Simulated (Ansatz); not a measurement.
# Two runs on CH₅InOS₂

System: CH₅InOS₂, SMILES C[O][In]([SH])[SH].
Method of run A: RKS SPW92 (LDA)/def2-TZVPP (Ansatz 0.2.0).

The geometry comes from this level: PBE0-D4/def2-TZVP. Text and figures count atoms from 1; the logs count them from 0 in places.

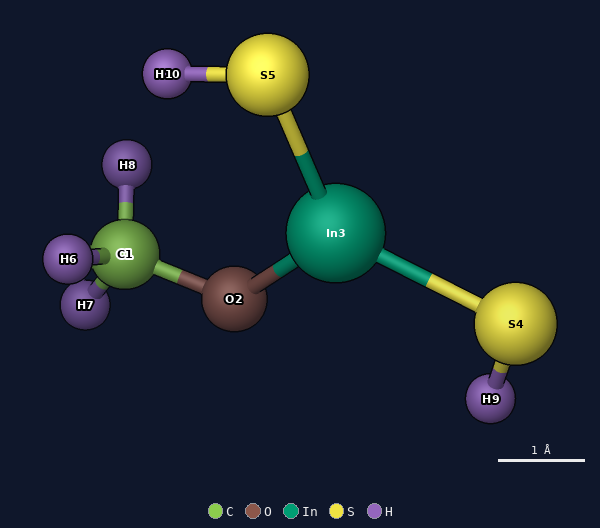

**Figure 1.** The structure (ball-and-stick view, seen at a tilt; atoms are numbered from 1 in the order of the input). Sticks mark near contacts. Bond lengths as drawn: C–H 1.10 Å, C–O 1.40 Å, H–S 1.34 to 1.35 Å, In–O 1.98 Å and In–S 2.36 to 2.37 Å.

### Input file, run A
```yaml
crystal:
  periodic: [false, false, false]
  atoms:
    - {symbol: C, position_ang: [-0.011811, 0.976191, 1.359078]}
    - {symbol: O, position_ang: [-0.168885, -0.346234, 0.919558]}
    - {symbol: In, position_ang: [-0.011810, -0.836079, -0.993858]}
    - {symbol: S, position_ang: [-0.317811, -3.127805, -1.469377]}
    - {symbol: S, position_ang: [0.457897, 0.880242, -2.562122]}
    - {symbol: H, position_ang: [0.982296, 1.386900, 1.131977]}
    - {symbol: H, position_ang: [-0.131156, 0.996009, 2.447494]}
    - {symbol: H, position_ang: [-0.762299, 1.658482, 0.935331]}
    - {symbol: H, position_ang: [-0.523127, -3.405842, -0.169374]}
    - {symbol: H, position_ang: [0.486706, 1.818156, -1.598705]}
basis:
  gaussian: {orbitals: def2-TZVPP}
hamiltonian: {xc: lda}
output: {orbitals: {seedname: orbitals}}
```

Command:
```bash
ansatz run in.yaml --threads 4 --pin off --events-out ev --progress --plain --max-ram 10444MiB
```

Hardware: 4 threads of Arm Neoverse V1, 23 GiB of memory available, shared host.

### Output (run A)
```
Functional definition: SPW92
  exchange = slater_x
  correlation = pw_c
1582 factors; their error is unknown
mean field evaluation 1: about -29893.5254 eV, gradient 7.7e1 eV
mean field evaluation 2: about -29745.2293 eV, gradient 2.2e2 eV
mean field evaluation 4: about -29904.9784 eV, gradient 2.1e1 eV
mean field evaluation 8: about -29905.9622 eV, gradient 3.3e-1 eV
mean field evaluation 16: about -29905.9407 eV, gradient 3.9e-3 eV
mean field -29905.94072933 eV, -1099.0230508281 hartree, gradient 7.2e-5 eV, S^2 0.000000; 0 other end points of the search recorded, 0 dependent functions left out
reference -29905.94078048 eV, -1099.0230527079 hartree; 36, 36 occupied and 230, 230 virtual orbitals, 1582 factors
Total energy: -29905.94078048 eV, -1099.0230527079 hartree
```

For run B the input was changed thus:
```diff
-hamiltonian: {xc: lda}
+hamiltonian: {xc: {name: r2SCAN0}, dispersion: d4}
```

What does this change do to the results?

The total energies belong to different models, so their difference says nothing on which is more stable or more accurate. The HOMO goes from −6.33 to −7.81 eV. The LUMO goes from −2.87 to −1.60 eV.

### Output (run B)
```
Functional definition: r2SCAN0
  parameter a = 0.25
  parameter k0 = 0.174
  parameter k1 = 0.065
  parameter a1 = 4.9479
  exchange = (1 - a)*r2scan_x(k0 = k0, k1 = k1, a1 = a1) + a*exact_x
  correlation = r2scan_c
1737 factors; their error is unknown
mean field evaluation 1: about -30004.6012 eV, gradient 5.8e1 eV
mean field evaluation 2: about -29973.8738 eV, gradient 1.3e2 eV
mean field evaluation 4: about -30011.2928 eV, gradient 7.9e0 eV
mean field evaluation 8: about -30011.4138 eV, gradient 2.1e-1 eV
mean field evaluation 16: about -30011.4736 eV, gradient 2.5e-4 eV
mean field -30011.47355652 eV, -1102.9013106948 hartree, gradient 1.6e-5 eV, S^2 0.000000; 0 other end points of the search recorded, 0 dependent functions left out
reference -30011.47356957 eV, -1102.9013111744 hartree; 36, 36 occupied and 230, 230 virtual orbitals, 1737 factors
Total energy: -30011.54815249 eV, -1102.9040520461 hartree
```

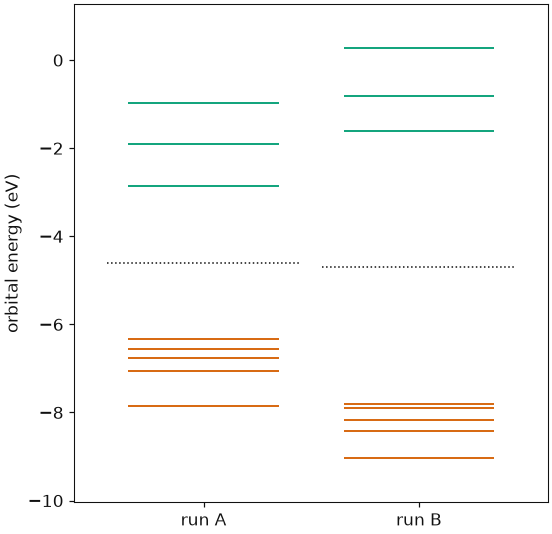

**Figure 2.** The five highest filled and three lowest empty orbital energies of the two runs; the dotted lines part filled from empty levels. The HOMO–LUMO gap is 3.46 eV in run A and 6.21 eV in run B.

### The two runs side by side

| quantity | run A | run B |
| --- | --- | --- |
| outcome | converged | converged |
| total energy (hartree) | −1099.023053 | −1102.904052 |
| HOMO (eV) | −6.33 | −7.81 |
| LUMO (eV) | −2.87 | −1.60 |
| basis functions | 266 | 266 |
| wall time (shared host) | 1.6 s | 8 s |
